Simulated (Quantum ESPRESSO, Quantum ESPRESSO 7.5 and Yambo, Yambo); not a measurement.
# Excitons of SnGeH2 (chair-type functionalised monolayer) on ever denser meshes

Wanted: excitons and ε₂ of SnGeH2 (chair-type functionalised monolayer), with cost.

Program: Quantum ESPRESSO 7.5 and Yambo 5.3.0. Level of theory: PBE and many-body steps on it, plane waves. Results are calculated unless marked as measured.

## Step 1: Starting point

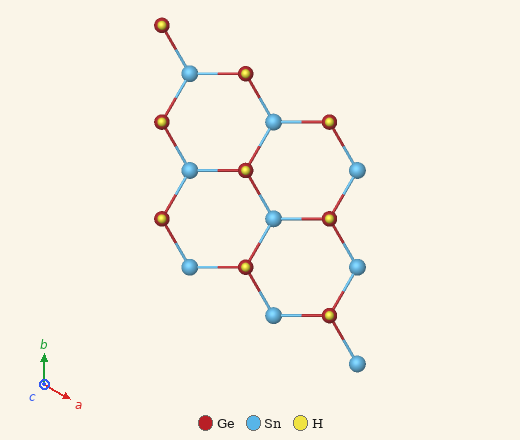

Start, viewed from above; germanium red, tin blue, hydrogen yellow. 3×3×1 cells are drawn.

The cell holds 4 atoms: 1 Ge, 1 Sn and 2 H. Cell: a = 4.399 Å, b = 4.399 Å, c = 17.000 Å, α = 90.0°, β = 90.0°, γ = 120.0°. Vacuum lies along c.

The structure was relaxed with PBE. The runs that relaxed it are not among those shown.

## Step 2: Empty states on the mesh, 6×6×1 mesh, 103 bands

This step: Quantum ESPRESSO 7.5; DFT, PBE, plane waves, norm-conserving pseudopotentials.

The sums over transitions need many empty states on a uniform mesh; this step solves for them.

Contents of pw.in:

```
&control
  calculation = 'nscf'
  prefix = 'x'
  outdir = 'o'
  pseudo_dir = 'pseudo'
/
&system
  ibrav = 0
  nat = 4
  ntyp = 3
  ecutwfc = 116.0
  nbnd = 103
  force_symmorphic = .true.
/
&electrons
  conv_thr = 1e-9
  electron_maxstep = 80
  diago_full_acc = .true.
  diago_thr_init = 5e-6
/
ATOMIC_SPECIES
  Ge 72.63 Ge.upf
  Sn 118.71 Sn.upf
  H 1.008 H.upf
CELL_PARAMETERS angstrom
  4.3994631088 -0.0000000002 0.0000000000
  -2.1997315542 3.8100468153 0.0000000000
  0.0000000000 0.0000000000 17.0000000000
ATOMIC_POSITIONS crystal
  Ge 0.3333333333 0.6666666667 0.5282999711
  Sn 0.6666666667 0.3333333333 0.4825458173
  H 0.3333333333 0.6666666667 0.6197186829
  H 0.6666666667 0.3333333333 0.3803472934
K_POINTS automatic
  6 6 1 0 0 0
```

On the command line:

```
OMP_NUM_THREADS=1 mpirun -n 4 pw.x -nk 4 -in pw.in > pw.out
```

The log of the run:

```text
Program PWSCF v.7.5 starts

     This program is part of the open-source Quantum ESPRESSO suite
     for quantum simulation of materials; please cite
         "P. Giannozzi et al., J. Phys.:Condens. Matter 21 395502 (2009);
         "P. Giannozzi et al., J. Phys.:Condens. Matter 29 465901 (2017);
         "P. Giannozzi et al., J. Chem. Phys. 152 154105 (2020);
     in publications or presentations arising from this work. More details at

     Atomic positions and unit cell read from directory:
     o/x.save/

     Message from routine setup:
[...]
19.9153  20.1846  20.3558  20.3900  20.7186  20.8293  21.0119  21.2854
    21.4011  21.5648  22.3850  22.4591  22.6369  22.6944  22.9246  22.9823
    23.0546  23.3017  23.4304  23.9167  24.3283  24.3662  24.5935

          k =-0.0000-0.5774 0.0000 ( 40578 PWs)   bands (ev):

     [... further k-points ...]

     highest occupied, lowest unoccupied level (ev):    -2.0029   -1.3943

     XML data file, pseudopotentials, collected wavefunctions

=------------------------------------------------------------------------------=
   JOB DONE.
=------------------------------------------------------------------------------=
```

It took 70 s on 4 MPI ranks of Arm Neoverse V1, shared host; peak memory 2 GiB; 4.7 min of CPU time.

This step gave:

* gap: 0.6086 eV
* k of the valence top: 0, 0, 0
* k of the conduction bottom: 0, 0, 0
* least direct gap: 0.6086 eV
* k points computed: 7
* lowest point of the top converged band, above the valence top: 26.22 eV

On this mesh the gap is 0.609 eV.

The density comes from a self-consistent run that is not shown.

## Step 3: Conversion and set-up

This step: Yambo 5.3.0; conversion and set-up on PBE, plane waves, norm-conserving pseudopotentials.

The states are converted to the many-body program's format and the q mesh is built.

On the command line:

```
(cd o/x.save; p2y > p2y.log; mv SAVE ../..); yambo > setup.log
```

The log of the run:

```text
 Yambo, version 5.3.0

 [02] CORE Variables Setup
 =========================

  [02.01] Unit cells
  ==================

  Cell kind             :  HCP
  Atoms in the cell     :  Ge  Sn  H
  number of Ge atoms    :  1
  number of Sn atoms    :  1
  number of H  atoms    :  2

  List of atomic masses
  Mass of Ge    :  72.63000
  Mass of Sn    :  118.7100
  Mass of H     :  1.008000

  List of atomic coordinates    : [cc]
  Ge1       : -0.16373E-09   4.8000       16.972      order 1
  Sn1       :   4.15689   2.39998  15.50195  order 2
[...]
BZ  Q-points                                      :   36

 K/Q-points units:
 rlu = crystal or reduced units; cc = cartesian coordinates; iku = interal k-units

 Q [1]          [rlu]:  0.000000  0.000000  0.000000
 Q [2]          [rlu]:  0.57692E-17  0.16667       0.0000
 Q [3]          [rlu]:  0.11538E-16  0.33333       0.0000
 Q [4]          [rlu]: -0.17308E-16 -0.50000       0.0000
 Q [5]          [rlu]:  0.166667  0.166667  0.000000
 Q [6]          [rlu]:  0.166667  0.333333  0.000000
 Q [7]          [rlu]:  0.333333  0.333333  0.000000

  [03.01] X indexes
  =================

   [03.01.01] Sigma indexes
   ========================

 [06] Game Over & Game summary
```

It took 5.9 s on 1 MPI rank; peak memory 0.3 GiB.

## Step 4: Screening and self-energy, 6×6×1 mesh, 103 bands, screening to 74.8 eV

G0W0 replaces the xc potential by the self-energy, built once from these orbitals. Only a window of levels is corrected, while the sums run over the empty bands that the input names.

This step: G0W0 on PBE, plane waves, norm-conserving pseudopotentials.

Contents of gw1.in:

```
HF_and_locXC
gw0
dyson
ppa
em1d
rim_cut
rim_w
RandQpts= 3000000
RandGvec= 100 RL
CUTGeo= "slab z"
RandGvecW= 9 RL
EXXRLvcs= 116 Ry
VXCRLvcs= 464 Ry
Chimod= "HARTREE"
% BndsRnXp
 1 | 103 |
%
NGsBlkXp= 5.5 Ry
% LongDrXp
 1 | 1 | 0 |
%
% GbndRnge
 1 | 103 |
%
DysSolver= "n"
ExtendOut
PPAPntXp= 27.21138 eV
% QPkrange
 1 | 7 | 21 | 24 |
%
```

On the command line:

```
OMP_NUM_THREADS=1 mpirun -n 4 yambo -F gw1.in -J gw1 -C gw1 > gw1.log
```

The log of the run:

```text
 Yambo, version 5.3.0

 [02] CORE Variables Setup
 =========================

  [... cell, symmetries and grids as in the set-up ...]

  [02.05] Energies & Occupations
  ==============================

  [X] === General ===
  [X] Electronic Temperature                        :  0.000000  0.000000 [eV K]
  [X] Bosonic    Temperature                        :  0.000000  0.000000 [eV K]
  [X] Finite Temperature mode                       : no
  [X] El. density                                   :  0.16143E+24 [cm-3]
[...]
Sx RL components                                 :   40617

  QP @ state[ 1 ] K range                          :   1   7
  QP @ state[ 1 ] b range                          :  21  24
  GF energies kind                                 : Perdew, Burke & Ernzerhof(X)+Perdew, Burke & Ernzerhof(C)
  GF WF`s kind                                     : Perdew, Burke & Ernzerhof(X)+Perdew, Burke & Ernzerhof(C)
  Xs energies kind                                 : Perdew, Burke & Ernzerhof(X)+Perdew, Burke & Ernzerhof(C)
  Xs WF`s kind                                     : Perdew, Burke & Ernzerhof(X)+Perdew, Burke & Ernzerhof(C)

 [14] Game Over & Game summary
```

It took 13 min on 4 MPI ranks; peak memory 6.1 GiB.

This step gave:

```yaml
g0w0_gap_on_the_mesh: 1.401 eV
starting_gap_on_the_mesh: 0.6086 eV
k_of_the_valence_top: 0, 0, 0
k_of_the_conduction_bottom: 0, 0, 0
least_direct_g0w0_gap_on_the_computed_points: 1.401 eV
```

The gap on the mesh goes from 0.61 eV to 1.40 eV, a correction of +0.79 eV.

The gap opens by 0.792 eV; the next steps shift the empty bands rigidly by 0.792 eV.

## Step 5: Excitons

Light makes an electron and a hole together. The Bethe-Salpeter equation adds their screened attraction and their exchange, in a window of bands around the gap.

This step: Bethe-Salpeter equation on PBE with a scissors shift, plane waves, norm-conserving pseudopotentials.

Contents of bse2.in:

```
optics
bss
bse
em1s
dipoles
rim_cut
rim_w
RandQpts= 3000000
RandGvec= 100 RL
CUTGeo= "slab z"
RandGvecW= 9 RL
Chimod= "HARTREE"
BSKmod= "SEX"
BSEmod= "resonant"
BSSmod= "d"
BSENGexx= 30 Ry
BSENGBlk= 5.5 Ry
% BSEQptR
 1 | 1 |
%
% BSEBands
 21 | 28 |
%
% BEnRange
 0 | 6 | eV
%
% BDmRange
 0.1 | 0.1 | eV
%
BEnSteps= 121
% BLongDir
 1 | 0 | 0 |
%
% BndsRnXs
 1 | 60 |
%
NGsBlkXs= 5.5 Ry
% LongDrXs
 1 | 1 | 0 |
%
% KfnQP_E
 0.792 | 1.0 | 1.0 |
%
WRbsWF
```

On the command line:

```
OMP_NUM_THREADS=1 mpirun -n 4 yambo -F bse2.in -J bse2 -C bse2 > bse2.log
```

The log of the run:

```text
 Yambo, version 5.3.0

 [02] CORE Variables Setup
 =========================

  [... cell, symmetries and grids as in the set-up ...]

  [02.05] Energies & Occupations
  ==============================

  [X] === General ===
  [X] Electronic Temperature                        :  0.000000  0.000000 [eV K]
  [X] Bosonic    Temperature                        :  0.000000  0.000000 [eV K]
  [X] Finite Temperature mode                       : no
  [X] El. density                                   :  0.16143E+24 [cm-3]
  [X] Fermi Level                                   : -2.002869 [eV]

  [X] === Gaps and Widths ===
  [X] Conduction Band Min                           :  0.608571 [eV]
  [X] Valence Band Max                              :  0.000000 [eV]
  [X] Filled Bands                                  :  23
  [X] Empty Bands                                   :   24  103
  [X] Direct Gap                                    :  0.608571 [eV]
  [X] Direct Gap localized at k                     :  1
  [X] Indirect Gap                                  :  0.608571 [eV]
  [X] Indirect Gap between kpts                     :  1  1
  [X] Last valence band width                       :  2.590794 [eV]
  [X] 1st conduction band width                     :  3.585725 [eV]

 [03] Transferred momenta grid and indexing
 ==========================================

 [BZ sampling] Q-grid is User defined and/or read from the database

 IBZ Q-points                                      :   7
 BZ  Q-points                                      :   36

 K/Q-points units:
 rlu = crystal or reduced units; cc = cartesian coordinates; iku = interal k-units

 Q [1]          [rlu]:  0.000000  0.000000  0.000000
 Q [2]          [rlu]:  0.57692E-17  0.16667       0.0000
 Q [3]          [rlu]:  0.11538E-16  0.33333       0.0000
 Q [4]          [rlu]: -0.17308E-16 -0.50000       0.0000
 Q [5]          [rlu]:  0.166667  0.166667  0.000000
 Q [6]          [rlu]:  0.166667  0.333333  0.000000
 Q [7]          [rlu]:  0.333333  0.333333  0.000000

  [03.01] X + BSE indexes
  =======================

   [03.01.01] Sigma indexes
   ========================

 [04] Coloumb potential Random Integration (RIM)
 ===============================================

 Performing RIM of v_slab

  [04.01] RIM initialization
  ==========================

  * Diagonal components only detected *

  8 x (sBL volume)        :  0.028665 [a.u.]
  sBZ random points       :  3000000
  Points outside the sBZ  :  24001124
  RL volume               :  0.128992 [a.u.]
  Integrated volume       :  0.128986 [a.u.]

  [04.02] RIM integrals
  =====================

  Gamma point sphere radius             :  0.034151 [a.u.]
  Points outside the sphere             :  2398760
  [Int_sBZ(q=0) 1/q^2]*(Vol_sBZ)^(-1/3) =:  7.485647
                                 should be <:  7.795600

  Summary of Coulomb integrals for non-metallic bands |Q|[au] RIM/Bare

  Q [1] 0.100000E-4 0.960240 * Q [2] 0.145445 0.995670
  Q [5] 0.251919 1.023841 * Q [3] 0.290890 1.022956
  Q [6] 0.384812 1.017342 * Q [4] 0.436336 1.014699
  Q [7] 0.503837 1.011157
  Non-periodic chartesian directions : none
  Optical renormalization            :  32.12534 [au]
  Polarizability dimension           : length

 [05] Coloumb potential CutOffslab
 =================================

 Cut directionsZ
 Slab Cutoff:Z
 Symmetry test passed : yes

 [06] External/Internal QP corrections
 =====================================

 [QP_apply] Action to be applied: USER defined scissor

  [06.01]  QP corrections report
  ==============================

  [K+QP] === General ===
  [K+QP] Electronic Temperature                     :  0.000000  0.000000 [eV K]
  [K+QP] Bosonic    Temperature                     :  0.000000  0.000000 [eV K]
  [K+QP] Finite Temperature mode                    : no
  [K+QP] El. density                                :  0.16143E+24 [cm-3]
  [K+QP] Fermi Level                                :  0.000000 [eV]

  [K+QP] === Gaps and Widths ===
[...]
[WARNING] [r,Vnl^pseudo] included in position and velocity dipoles.

  [WARNING] In case H contains other non local terms, these are neglected

 [08] Static Dielectric Matrix
 =============================

 [WR./bse2//ndb.em1s]------------------------------------------------------------
  Brillouin Zone Q/K grids (IBZ/BZ)                :    7   36    7   36
  RL vectors                                       :   46117 [WF]
  Coulomb cutoff potential                         : slab z
  Electronic Temperature                           :  0.000000 [K]
  Bosonic    Temperature                           :  0.000000 [K]
  Static diel. fun.  energies                      : Perdew, Burke & Ernzerhof(X)+Perdew, Burke & Ernzerhof(C)
  wavefunctions                                    : Perdew, Burke & Ernzerhof(X)+Perdew, Burke & Ernzerhof(C)
  Global Gauge                                     : length
  X matrix size                                    :   499
  X band range                                     :    1   60
  X e/h energy range                               : -1.000000 -1.000000 [eV]
  X Time ordering                                  : T
  X Hxc Kernel                                     : HARTREE
  X Drude frequency                                :  0.000000  0.000000
  X poles                                          :  100.0000 [o/o]
  RL vectors in the sum                            :   46117
  [r,Vnl] included                                 : yes
  Field direction                                  :  0.707107E-5  0.707107E-5   0.00000
  BZ energy Double Grid                            : no
  BZ energy DbGd points                            : 0
  BZ Q point size factor                           : -1.000000
  X Optical Averaged directions                    : none

 [09] Bethe Salpeter Equation driver
 ===================================

 [WARNING] Coulomb cutoff at q=0. Default/Suggested Lkind= bar

  [09.01] Bethe Salpeter Equation @q1
  ===================================

   [09.01.01] Transition pre-analysis @q1
   ======================================

   [09.01.02] Transition Groups build-up @q1
   =========================================

   [BSK] Transition groups (total):  14
   [BSK] Size (resonant):   540
   [BSK]         (total):   540
   [BSK] N. of matrices :  1

   [09.01.03] Loading Dipoles @q1
   ==============================

   [09.01.04] Independent Particles properties @q1
   ===============================================

   Optical renormalization       :  32.12534 [a.u.]
   Polarizability dimension      : length

   ==========================================================

   [BSE] Exchange components :   5367
   [BSE] Correlation components :   499  1119

    [09.01.05.01] RIM-W interpolation
    =================================

    [WARNING] RIM-W works only for 2D semiconductors with slab cutoff
    Found compatible q grid: 2D
    q_min[ 1 ]:  0.16667      0.57511E-12   0.0000     [rlu]
     0.166667  0.083333  0.000000 [iku]
    q_min[ 2 ]:  0.57692E-17  0.16667       0.0000     [rlu]
     0.87488E-11  0.16667       0.0000     [iku]
    G-vectors :   9
    G-vectors loaded:   61
    Number of interpolated frequencies:  1

    Evaluating coefficients q = 0

    [09.01.05.02] RIM-W integrals
    =============================

    8 x (sBL volume)        :  0.028665 [a.u.]
    sBZ random points       :  3000000
    Points outside the sBZ  :  24001124
    RL volume               :  0.128992 [a.u.]
    Integrated volume       :  0.128986 [a.u.]

    [09.01.05.03] RIM integrals
    ===========================

    Comparison between head Wc = W - v averages: < Wc > [au] RIM-W/RIM

     < -Wc [Q = 1] > 0.412424E-1 0.194967E-3 * < -Wc [Q = 2] > 0.003721 0.003561
     < -Wc [Q = 3] > 0.636529E-3 0.619599E-3 * < -Wc [Q = 4] > 0.206753E-3 0.203611E-3
     < -Wc [Q = 5] > 0.951821E-3 0.924215E-3 * < -Wc [Q = 6] > 0.300902E-3 0.296736E-3
     < -Wc [Q = 7] > 0.141167E-3 0.140182E-3

    Comparison between head Wc = W - v averages: < Wc > [au] RIM-W/RIM

     < -Wc [G = 1,G`=0] > 0.412424E-1 0.194967E-3 * < -Wc [G = 2,G`=0] >-0.001548 0.000000
     < -Wc [G = 3,G`=0] >-0.001548 0.000000 * < -Wc [G = 4,G`=0] > 0.941114E-4  0.00000
     < -Wc [G = 5,G`=0] > 0.941216E-4  0.00000 * < -Wc [G = 6,G`=0] >-0.224529E-4  0.00000
     < -Wc [G = 7,G`=0] >-0.224636E-4  0.00000 * < -Wc [G = 8,G`=0] > 0.781371E-6  0.00000
     < -Wc [G = 9,G`=0] > 0.782140E-6  0.00000

    [09.01.05.04] Screened interaction header I/O
    =============================================

    [09.01.05.05] Main kernel loop
    ==============================

    [09.01.05.06] Wave-Function Phases
    ==================================

    [BSE] WF phases found       :  76.78571 [o/o]

   [09.01.06] BSE solver(s) @q1
   ============================

   [09.01.07] Diago Solver @q1
   ===========================

 [12] Game Over & Game summary
```

Elapsed: 3.2 min, on 4 MPI ranks; peak memory 2.7 GiB.

Numbers from this step:

```yaml
transitions_in_the_window: 540
direct_gap_of_the_transition_levels: 1.401 eV
lowest_state: 0.8939 eV
first_strong_exciton_over_a_fiftieth_of_the_strongest_listed: 0.8939 eV
binding_of_the_lowest_state_below_the_direct_gap: 0.5067 eV
```

The lowest state lies at 0.894 eV, 0.507 eV under the direct gap.

Lines within 3 meV are set at the lowest of them, and the highest group, which the list may cut short, is left out; lines within 3 meV are set at the lowest of them, and the highest group, which the list may cut short, is left out. Lines of the exciton spectrum (strongest = 100):

```
position (eV)  lines merged  strength, relative
        0.894             2                 100
        2.647             2                  27
        2.704             1                 0.0
        2.733             1                 0.0
        2.765             2                 0.0
        3.129             1                 0.0
        3.133             2                  13
        3.178             1                 0.0
        3.259             3                 0.0
        3.418             3                 0.2
        4.064             1                 0.0
```

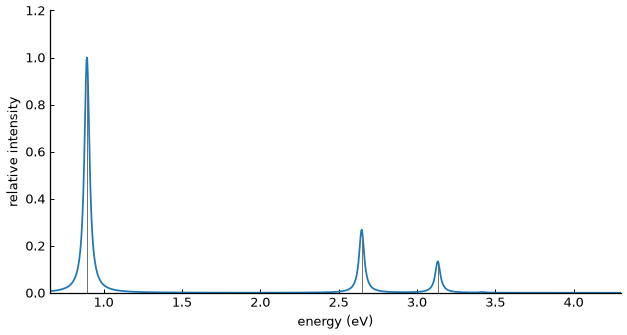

The exciton spectrum, broadened with Lorentzians of width 0.040 eV; bars mark the lines.

The Im polarisability of the sheet has structure finer than the step of the table below, so its rows give means over 0.25 eV, whole bins alone (the curve runs from 0 to 6 eV). Peaks (eV: height): BSE 0.900: 170, 2.650: 47.1; no electron-hole interaction 1.400: 155, 3.250: 35.1, 3.750: 34.8.

Sheet polarisability (bohr); field along x; broadening 0.1 eV; transition window only. Limits: finite bands, cutoff and mesh; no spin-orbit coupling; exciton not shown settled in the k mesh. Im polarisability of the sheet against photon energy; means over each step:

```
photon energy (eV)   BSE  no electron-hole interaction
              0.25  4.32                          1.25
              0.50  11.7                          2.02
              0.75  71.0                          3.82
              1.00  91.1                          10.2
              1.25  14.6                          60.8
              1.50  5.22                          85.5
              1.75  3.08                          13.8
              2.00  2.73                          4.79
              2.25  4.29                          2.72
              2.50  19.7                          2.20
              2.75  27.0                          2.72
              3.00  14.5                          7.46
              3.25  13.2                          25.4
              3.50  3.16                          13.1
              3.75  1.84                          28.6
              4.00  3.98                          10.6
              4.25  2.97                          3.08
              4.50  2.08                          4.33
              4.75  3.15                          3.19
              5.00  1.76                          2.55
              5.25  3.43                          4.22
              5.50  2.62                          2.20
              5.75  2.36                          4.86
```

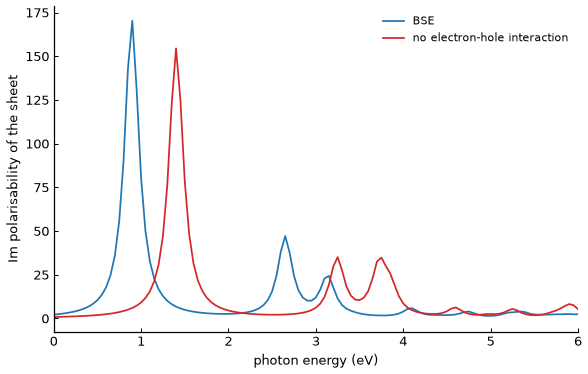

Im polarisability of the sheet, plotted against photon energy.

(Part 1 of 4 ends here.)

[Paths, hosts, dates, memory and timing lines, banners, echoed tables and standing remarks are left out of the program output.]

[Logs are printed without paths, hosts, clocks, repeated set-up lines and the standing remarks that a program may print on its own settings, such as how far it seeks lower states.]

[Runs of the session that timed out or met a known fault of the program may be left out.]

[Hosts, paths, dates, database ids (printed as entryN), source tags and the programs' standing remarks are cut or masked in the printed files.]
